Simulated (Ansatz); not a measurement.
# Starting-point dependence of the GW gap of LuVO4 (I4_1/a)

Aim: G0W0 for LuVO4 (I4_1/a) on several starting functionals, at one mesh, band count and screening cutoff.

Method: G0W0 on several functionals, plane waves, PAW, in Ansatz 0.2.0.

In doubt: one-shot GW on d or f shells is unsure, so the values of those runs are not to be relied on.

## 1. Starting point

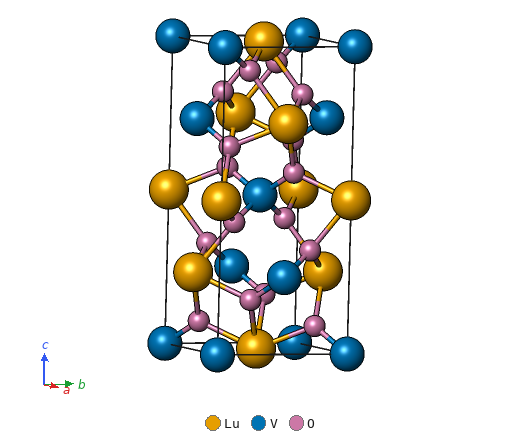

The cell as given, slightly off an axis (lutetium orange, vanadium blue, oxygen pink). This picture shows the conventional cell, with its axes. Bonds to atoms that aren't drawn are left out. Some periodic images of atoms are drawn too.

The cell is the Materials Project's (PBE, PBE+U or r2SCAN) relaxed one; the ions were relaxed with r2SCAN. Spin-orbit coupling is left out unless a step names it.

## 2. G0W0 on r2SCAN

G0W0 replaces the xc potential by the self-energy, built once from these orbitals. Only a window of levels is corrected, while the sums run over the empty bands that the input names. This step takes hard PAW files.

This step: G0W0 on r2SCAN, plane waves, PAW.

input.yaml reads:

```yaml
crystal:
  lattice:
    - [-2.4692367723, 2.4692367723, 5.4391946445]
    - [2.4692367723, -2.4692367723, 5.4391946445]
    - [2.4692367723, 2.4692367723, -5.4391946445]
  atoms:
    - { symbol: Lu, position: [0.5, 0.5, 0.0] }
    - { symbol: Lu, position: [0.25, 0.75, 0.5] }
    - { symbol: V, position: [0.0, 0.0, 0.0] }
    - { symbol: V, position: [0.75, 0.25, 0.5] }
    - { symbol: O, position: [0.9293179326, 0.8262512803, 0.591803214] }
    - { symbol: O, position: [0.5762512803, 0.4844480663, 0.3969333477] }
    - { symbol: O, position: [0.0875147186, 0.1793179326, 0.6030666523] }
    - { symbol: O, position: [0.2344480663, 0.3375147186, 0.408196786] }
    - { symbol: O, position: [0.5155519337, 0.9124852814, 0.091803214] }
    - { symbol: O, position: [0.6624852814, 0.0706820674, 0.8969333477] }
    - { symbol: O, position: [0.1737487197, 0.7655519337, 0.1030666523] }
    - { symbol: O, position: [0.8206820674, 0.4237487197, 0.908196786] }
kpoints:
  mp_grid: { grid: [4, 4, 4] }
hamiltonian:
  xc: r2scan
  pseudopotentials: { kind: paw, source: ansatz }
scf:
  occupations: { method: fixed }
gw:
  n_empty_bands: 788
  ecut_chi: 190.0
  qp_bands: [v4, c4]
  qp_kpoints: band_edges
  screening: { model: contour_deformation }
```

Launch:

```bash
> ansatz run input.yaml --threads 4 --pin off --max-ram 138240MiB --backend cuda --events-out ev --progress --plain --runs-dir out --devices 1 --max-vram 26GiB
```

Numbers of over 12 decimals in the logs are rounded to 6 here.

What it wrote:

```text
GPUs: using 1 of 1 available (devices: 1).
Engine: ansatz 0.2.0, x86_64-unknown-linux-gnu
Pseudopotentials: kind: paw
Pseudopotential: Lu, paw, valence charge 25, recommended cutoff 680 eV (normal), Lu.paw.azcp
Pseudopotential: V, paw, valence charge 13, recommended cutoff 840 eV (normal), V.paw.azcp
Pseudopotential: O, paw, valence charge 6, recommended cutoff 1050 eV (meta_gga), O.paw.azcp
Functional definition: r2SCAN
  parameter k0 = 0.174
  parameter k1 = 0.065
  parameter a1 = 4.9479
  exchange = r2scan_x(k0 = k0, k1 = k1, a1 = a1)
  correlation = r2scan_c
device memory: the entry about to start is reckoned to put 5.8 GiB on a device that reports 45.4 GiB free (of which the cap on the GPU budget leaves the run 26.0 GiB)
GPU FFT provider: cuFFT
GPU libraries: cuBLAS 13.8.2, cuFFT 12.4.0, cuSOLVER 12.3.4
Crystal: 12 atoms, lattice volume = 132.654 Å³
Basis set: ecut = 1050 eV, 10193 PW (Γ), exchange–correlation on 320×320×320 points (64 copies of the dense FFT grid, shifted against one another)
Bands: 75, of which v1, the nominal top of the filled ones, is band 62 counted from 1 (61 counted from 0)
Symmetry: 8 space group operations
Space group: I41/a (ITA 88), of the structure as read, at distance tolerance 5.1e-5 Å
k-points: 14 of 64
Non-local potential: Lu, projectors of the file, l = 0: 3, l = 1: 3, l = 2: 2, l = 3: 3
Non-local potential: V, projectors of the file, l = 0: 2, l = 1: 2, l = 2: 2, l = 3: 1
Non-local potential: O, projectors of the file, l = 0: 2, l = 1: 2, l = 2: 1
PAW form: soft (Blöchl's): semilocal exchange-correlation on the pseudo side does not see the compensation charge
PAW frozen core: Lu, regenerated for the run's functional (the file was generated under x = pbe(κ = 0.804, μ = 0.219515), c = pbe(β = 0.066725))
PAW frozen core: V, regenerated for the run's functional (the file was generated under x = pbe(κ = 0.804, μ = 0.219515), c = pbe(β = 0.066725))
PAW frozen core: O, regenerated for the run's functional (the file was generated under x = pbe(κ = 0.804, μ = 0.219515), c = pbe(β = 0.066725))
PAW one-centre angular grid: Lu, 974 points (default); XC on 224 Gauss nodes
PAW one-centre angular grid: V, 590 points (default); XC on 160 Gauss nodes
PAW one-centre angular grid: O, 302 points (default); XC on 160 Gauss nodes
Initial density: superposition of atomic densities (chi_scale 0.1, normalization cell, long waves kept (reshape's long-wave potential 0.02 eV rms))
Initial wavefunctions: pseudopotential atomic-orbital guess
GPU buffer pool allocated for 512000 grid points (all kernels)
GPU transforms: local potential and band sums: pruned to the plane-wave sphere, on 72×72×72
Functional: x = r2scan, c = r2scan; τ floored in thin density (d = 2e-4 eV/Å³)
SCF iter   1: F=—  HF=-39922.040786 eV  |F-HF|=—  |Δ(HF+E_count)|=         —  Δρ=1.24e-1  dr2=2.39e1  dr2_τ=4.10e0  ethr=3.10e-3  ⟨swp⟩=5.1  Hψ=4073  notcnv=0  defer=107
preconditioner: auto → Resta (q_TF=auto, 2.698 Å⁻¹)  ε∞=5.7  [insulator: Δε(μ)=3.876 eV  Ē_g=15.141 eV  n_scr=36 (ndim 8)  ℏωp=32.9 eV  f_vac=0.000  ε∞_Penn≈5.7]
SCF iter   2: F=—  HF=-39917.844521 eV  |F-HF|=—  |Δ(HF+E_count)|=    4.20e0  Δρ=7.68e-2  dr2=6.91e0  dr2_τ=5.37e0  ethr=3.10e-3  ⟨swp⟩=4.1  Hψ=2280  notcnv=0  defer=129
SCF iter   3: F=—  HF=-39917.061864 eV  |F-HF|=—  |Δ(HF+E_count)|=   7.83e-1  Δρ=4.21e-2  dr2=3.07e0  dr2_τ=9.05e-1  ethr=3.10e-3  ⟨swp⟩=4.0  Hψ=1879  notcnv=0  defer=134
SCF iter   4: F=—  HF=-39916.776188 eV  |F-HF|=—  |Δ(HF+E_count)|=   2.86e-1  Δρ=2.58e-2  dr2=8.50e-1  dr2_τ=2.42e-1  ethr=2.48e-3  ⟨swp⟩=4.0  Hψ=1572  notcnv=0  defer=148
SCF iter   5: F=—  HF=-39916.531672 eV  |F-HF|=—  |Δ(HF+E_count)|=   2.45e-1  Δρ=7.83e-3  dr2=8.73e-2  dr2_τ=1.20e-2  ethr=6.86e-4  ⟨swp⟩=3.1  Hψ=1880  notcnv=0  defer=132
SCF iter   6: F=—  HF=-39916.531287 eV  |F-HF|=—  |Δ(HF+E_count)|=   3.85e-4  Δρ=3.63e-3  dr2=1.80e-2  dr2_τ=8.37e-3  ethr=7.04e-5  ⟨swp⟩=4.9  Hψ=2046  notcnv=0  defer=154
SCF iter   7: F=—  HF=-39916.529287 eV  |F-HF|=—  |Δ(HF+E_count)|=   2.00e-3  Δρ=1.66e-3  dr2=3.95e-3  dr2_τ=5.58e-4  ethr=1.45e-5  ⟨swp⟩=4.0  Hψ=1833  notcnv=0  defer=154
SCF iter   8: F=—  HF=-39916.528837 eV  |F-HF|=—  |Δ(HF+E_count)|=   4.50e-4  Δρ=2.46e-4  dr2=1.01e-4  dr2_τ=4.76e-5  ethr=3.19e-6  ⟨swp⟩=3.4  Hψ=1526  notcnv=0  defer=154
SCF iter   9: F=—  HF=-39916.528834 eV  |F-HF|=—  |Δ(HF+E_count)|=   2.82e-6  Δρ=6.80e-5  dr2=8.10e-6  dr2_τ=7.00e-7  ethr=8.12e-8  ⟨swp⟩=2.4  Hψ=1621  notcnv=0  defer=148
SCF iter  10: F=—  HF=-39916.528833 eV  |F-HF|=—  |Δ(HF+E_count)|=   3.85e-7  Δρ=1.17e-5  dr2=1.52e-7  dr2_τ=2.75e-8  ethr=6.53e-9  ⟨swp⟩=2.0  Hψ=1432  notcnv=0  defer=134
SCF iter  11: F=-39916.528833 eV  HF=-39916.528833 eV  |F-HF|=1.02e-9  |Δ(HF+E_count)|=   4.82e-9  Δρ=1.55e-6  dr2=2.41e-9  dr2_τ=1.49e-9  ethr=8.06e-11  ⟨swp⟩=14.4  Hψ=4683  notcnv=0
SCF 1 converged in 11 iterations: F = -39916.528833 eV  dr2 = 2.41e-9
  greatest PAW one-centre occupation: 0.993 electrons in one spin orbital (limit 2), on the Lu atom at site 1 (counted from 0), in its partial waves of l = 0
device memory: the entry about to start is reckoned to put 6.4 GiB (of the 6.6 GiB reckoned in all, the device holds 0.2 GiB already) on a device that reports 45.3 GiB free (of which the cap on the GPU budget leaves the run 25.8 GiB)
NSCF: frozen V_eff on 14 k-points
the band table was solved once the SCF had ended and its energy, with any forces and stress, was formed, with the checks that follow a solve (4578 applications of the Hamiltonian). They found nothing against the state; the energy, forces and stress were not computed again (output.eigenvalues in the input reference)
device memory: the entry about to start is reckoned to put 10.8 GiB on a device that reports 45.5 GiB free (of which the cap on the GPU budget leaves the run 26.0 GiB)
NSCF: frozen V_eff on 14 k-points
G₀W₀ screening: q 1/14
[... further progress lines ...]
device memory: the entry about to start is reckoned to put 1.0 GiB on a device that reports 65.7 GiB free (of which the cap on the GPU budget leaves the run 26.0 GiB)
NSCF: frozen V_eff on 1 k-points
device memory: the entry about to start is reckoned to put 1.0 GiB on a device that reports 66.3 GiB free (of which the cap on the GPU budget leaves the run 26.0 GiB)
NSCF: frozen V_eff on 1 k-points
SCF converged after 11 iterations
Free energy (F): -39916.528833 eV
Harris-Foulkes:  -39916.528833 eV  (|F-HF|=1.02e-9)
Internal energy: -39916.528833 eV  (E = F + TS)
E sigma→0 (E₀):  -39916.528833 eV
Fermi energy:    10.220503 eV
--- Per-component energies (eV) ---
  E_band       = -442.765091
  E_kinetic    = 4237.728465
  E_local      = -23102.527783  (includes V_loc(G=0)·N_el)
  E_nonlocal   = 5259.783184
  E_hartree    = 7385.960463
  E_xc         = -1513.783853
  E_vxc        = -2130.078951  (∫ρ·V_xc dr)
  E_paw        = -18050.054118  (= ΣΔE_a)
  E_vpaw       = 378.152300  (= ΣTr[D̂ρ^β])
  E_aug_tail   = -0.000046  (compensation charges beyond the density's cutoff)
  E_vtau       = 142.256996  (kinetic-family band-sum trace: ∫τ·v_τ [+ j·A + Jᵃ·Aᵃ] dr)
  E_ewald      = -14134.105990
  E_core_change = 0.470844  (= ΣΔE_core)
  E_smearing   = -0.000000  (= −TS)
  E_closure    = 0.000000  (closes the sum)
  Σ components = -39916.528833   (vs F -39916.528833, Δ=0.00e0)
--- Band table (eV; the first three rows and the last of 14) ---
  k-point 0: bands = [... 58 lower, 9.4659, 9.8598, 10.2205, 10.2205, 13.1652, 13.6140, 13.8306, 13.9099, ... 9 higher]
  k-point 1: bands = [... 58 lower, 9.5587, 9.7423, 9.7595, 9.9875, 13.4044, 13.7583, 13.8365, 14.1344, ... 9 higher]
  k-point 2: bands = [... 58 lower, 9.6637, 9.6637, 9.7945, 9.7945, 13.4323, 13.4323, 14.1266, 14.1266, ... 9 higher]
  k-point 13: bands = [... 58 lower, 9.7397, 9.7397, 10.1338, 10.1338, 13.3261, 13.3261, 13.6977, 13.6977, ... 9 higher]
--- G₀W₀: contour deformation, 7 samples at zero and on the imaginary axis and 1 off it, 64 q-points, 788 empty bands' worth ---
  eigenvalues of the whole cell's RPA ε∞ on this k-mesh (on a slab, of 1 + 4πα/V) = 4.2994, 4.7721, 4.7721; static W/v taken at q = 0 is 0.215635
  bands read: the sum over 850 bands ends inside a degenerate multiplet in 1 slot, whose members it reads at an even weight; the widest, k=9: bands 850 to 851 (counted from 1) at 1/2 each
  gw.qp_kpoints: band_edges: 14 of 14 stored k-points solved, in 1 pass; an edge of the gap read off the rows below is read off those points alone
    ik  band        ε_KS         Σx   Σc(E_QP)       V_xc       Z   E_QP_lin       E_QP  E_QP is
     0    59      9.4659   -32.5503     5.0652   -26.8265  0.7378     8.7995     8.8074  root
     0    60      9.8598   -29.5682     4.6460   -24.3930  0.7431     9.3260     9.3306  root
     0    61     10.2205   -27.5012     4.3972   -22.6840  0.7402     9.7977     9.8005  root
     0    62     10.2205   -27.5012     4.3972   -22.6840  0.7402     9.7977     9.8005  root
     0    63     13.1652   -15.8816    -6.8161   -23.8246  0.7323    14.3143    14.2921  root
     0    64     13.6140   -16.4105    -6.5651   -24.1224  0.7327    14.7837    14.7609  root
     0    65     13.8306   -16.6515    -6.4109   -24.2126  0.7324    15.0041    14.9808  root
     0    66     13.9099   -17.0558    -6.3527   -24.5689  0.7212    15.0975    15.0703  root
     1    59      9.5587   -31.8465     5.1226   -26.0839  0.7362     8.9111     8.9187  root
     1    60      9.7423   -28.8940     4.5262   -23.8683  0.7400     9.2387     9.2429  root
     1    61      9.7595   -28.6475     4.5449   -23.6113  0.7410     9.2643     9.2683  root
     1    62      9.9875   -27.5418     4.4623   -22.6370  0.7387     9.5417     9.5450  root
     1    63     13.4044   -16.3117    -6.6152   -24.0686  0.7297    14.5698    14.5461  root
     1    64     13.7583   -16.9543    -6.2875   -24.3968  0.7254    14.9387    14.9133  root
     1    65     13.8365   -16.8281    -6.4134   -24.4060  0.7290    15.0254    15.0010  root
     1    66     14.1344   -17.3511    -6.3289   -24.8572  0.7236    15.3385    15.3116  root
     2    59      9.6637   -28.1388     4.5309   -23.1212  0.7366     9.1728     9.1770  root
     2    60      9.6637   -28.1388     4.5309   -23.1212  0.7366     9.1728     9.1770  root
     2    61      9.7945   -32.5905     5.0819   -26.8712  0.7404     9.1502     9.1572  root
     2    62      9.7945   -32.5905     5.0819   -26.8712  0.7404     9.1502     9.1572  root
     2    63     13.4323   -16.3125    -6.3499   -23.8023  0.7328    14.5950    14.5722  root
     2    64     13.4323   -16.3125    -6.3499   -23.8023  0.7328    14.5950    14.5722  root
     2    65     14.1266   -17.3278    -6.3051   -24.8162  0.7236    15.3369    15.3099  root
     2    66     14.1266   -17.3278    -6.3051   -24.8162  0.7236    15.3369    15.3099  root
[...]
13    59      9.7397   -30.1176     4.7143   -24.8566  0.7424     9.1880     9.1929  root
    13    60      9.7397   -30.1176     4.7143   -24.8566  0.7424     9.1880     9.1929  root
    13    61     10.1338   -26.9785     4.2968   -22.2740  0.7386     9.7234     9.7261  root
    13    62     10.1338   -26.9785     4.2968   -22.2740  0.7386     9.7234     9.7261  root
    13    63     13.3261   -15.9319    -6.5478   -23.5961  0.7355    14.4639    14.4425  root
    13    64     13.3261   -15.9319    -6.5478   -23.5961  0.7355    14.4639    14.4425  root
    13    65     13.6977   -16.6276    -6.4857   -24.2614  0.7303    14.8695    14.8458  root
    13    66     13.6977   -16.6276    -6.4857   -24.2614  0.7303    14.8695    14.8458  root
```

Run time: 2.9 min. Hardware: 1 × NVIDIA H100 80GB HBM3 (shared by 3 runs) with 4 threads of AMD EPYC 7R13 (Zen 3), shared host; peak memory 6.3 GiB; 4.9 min of CPU time.

The column dr2 measures how far the density is from self-consistency, as an energy; F and HF (Harris–Foulkes) agree once it is small.

This step gave:

```
bands summed                                 : 850
RPA ε∞ on this mesh (eigenvalues)            : 4.299, 4.772, 4.772
plane waves in the screening matrix          : 809
q-points in the mesh                         : 64
G0W0 gap on the mesh                         : 4.492 eV
k of the valence top                         : 0, 0, 0
k of the conduction bottom                   : 0, 0, 0
starting gap on the mesh                     : 2.945 eV
Z at the valence top                         : 0.7402
Z at the conduction bottom                   : 0.7323
least direct G0W0 gap on the computed points : 4.492 eV
```

The gap on the mesh goes from 2.94 eV to 4.49 eV, a correction of +1.55 eV. Between the two edge states, bare exchange in place of the xc potential would open the gap by 12.76 eV, and correlation takes back 11.21 eV.

(Part 1 of 2 ends here.)

[Paths, hosts, dates, memory and timing lines, banners, echoed tables and standing remarks are left out of the program output.]

[Logs are printed without paths, hosts, clocks, repeated set-up lines and the standing remarks that a program may print on its own settings, such as how far it seeks lower states.]

[Runs of the session that timed out or met a known fault of the program may be left out.]

[Cells called generated may have been cut or substituted from an entry of the Crystallography Open Database or the Materials Project.]

[Hosts, paths, dates, database ids (printed as entryN), source tags and the programs' standing remarks are cut or masked in the printed files.]
